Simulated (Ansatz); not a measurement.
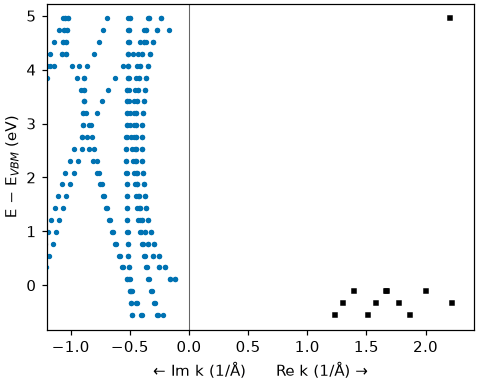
*Complex bands at the centre of the two-dimensional zone; Ansatz (an electronic-structure program) with r2SCAN*

No gap correction and no spin-orbit coupling; mid-gap values are interpolated between computed energies.

This is BN (P6_3/mmc, 4 atoms a cell, 9.0 Å³ an atom) along the normal of (110). Read off the slowest decay at the centre of the two-dimensional zone at 2.31 eV, the computed energy nearest the middle of the gap.

κ ≈ 0.40 1/Å, a decay length 1/(2κ) of the density of 1.3 Å.
